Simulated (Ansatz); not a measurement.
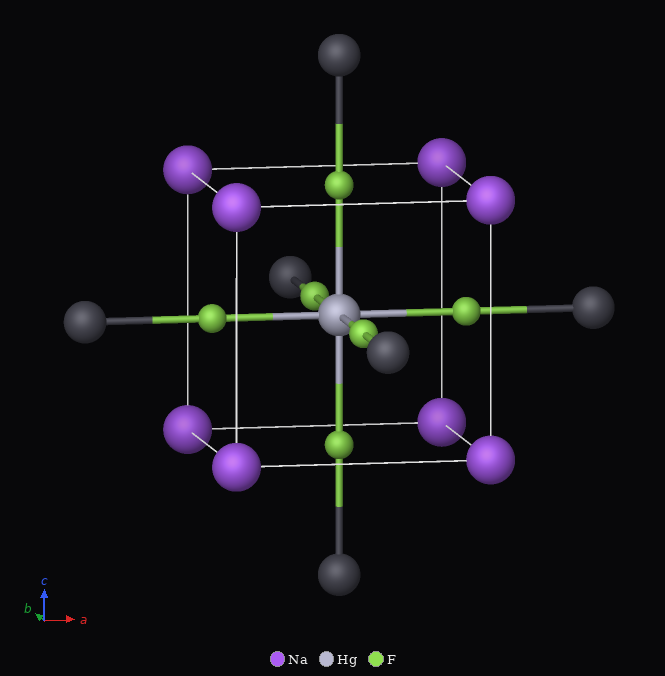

Drawn in the ball-and-stick manner and seen slightly off an axis. The wireframe shows the unit cell. Atoms of adjacent cells appear where they bond to atoms in the box, in fainter colours.

NaHgF3, a = 4.499 Å, b = 4.499 Å, c = 4.566 Å, α = 90.00°, β = 90.00°, γ = 90.00°. Strictly the space group is P4/mmm (No. 123, within 0.01 Å). It is a distorted form of a primitive cubic structure, space group Pm-3m (No. 221) within 0.25 Å: cubic perovskite. Source of the structure: a structure type filled with these elements by a generator (whether the compound takes this form wasn't checked). The cell was then strained or its atoms displaced on purpose. It was run through Ansatz as a DFT input.

This one geometry was computed with Ansatz (DFT, plane waves, PAW) at three levels of theory: PBE, HSE06 and r2SCAN. It was relaxed with r2SCAN and then strained.

Which level gives the highest pressure at this volume, and what does that say about its equilibrium volume?

Answer. Highest: PBE (1.5 GPa), which points to the largest equilibrium volume. Lowest, with the smallest volume: HSE06 (-0.4 GPa) and r2SCAN (-0.9 GPa). Levels within 0.5 GPa of each other can't be told apart.

How does the band gap change with the level of theory?

Answer. PBE: a gap of 0.30 eV, indirect; r2SCAN: a gap of 0.85 eV, indirect; HSE06: a gap of 2.01 eV, indirect.

Collect the results in a table.

Answer.
| level | cutoff (eV) | k-mesh of the run's cell | gap (eV) | pressure (GPa) |
| --- | --- | --- | --- | --- |
| PBE | 420 | 6×6×6 | 0.30 | 1.5 |
| HSE06 | 420 | 4×4×4 | 2.01 | -0.4 |
| r2SCAN | 500 | 6×6×6 | 0.85 | -0.9 |

Gaps are taken on the k-mesh or band path of each run.
